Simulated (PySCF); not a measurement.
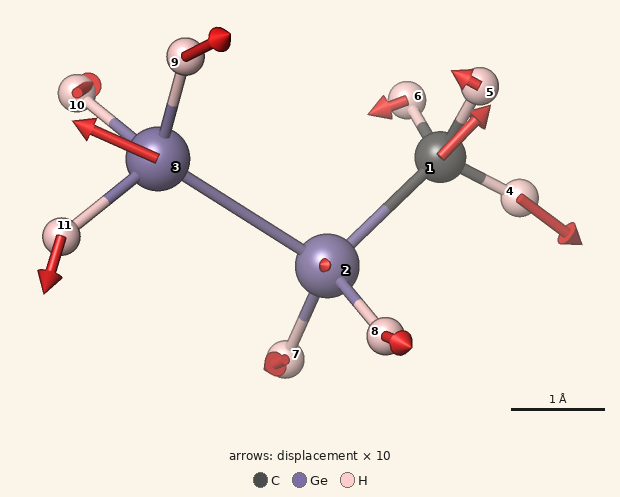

A relaxation of CH8Ge2. The starting structure is drawn; red arrows show the displacements, 10 times their true length. The two geometries are superimposed by the best rigid fit.

Style: ball-and-stick. Shown from a free direction.

The start comes from GFN2-xTB. Its atoms were then displaced at random by about 0.03 Å.

These are results of PySCF, PBE0-D3(BJ)/def2-SVP geometry optimisation, gas phase, not measurements. 

Q: What did the optimiser do to the structure, and how much energy did it gain?

A: Ge3 moves most after the best rigid fit: 0.10 Å. Largest moves by element: Ge 0.10 Å, H 0.10 Å, C 0.08 Å. Some distances before and after: C1–Ge2 1.872 → 1.958 Å, Ge2–Ge3 2.339 → 2.423 Å, Ge3–H9 1.469 → 1.542 Å, C1–H4 1.029 → 1.100 Å. Bond angles that change, for instance: H4–C1–H5 101.2° → 108.7°, Ge2–C1–H6 117.1° → 110.4°, H9–Ge3–H10 101.4° → 108.0°. After 4 geometry steps the energy has fallen by 0.464 eV. The run took 22 s on 1 thread of Intel(R) Xeon(R) 6975P-C, on a shared host.
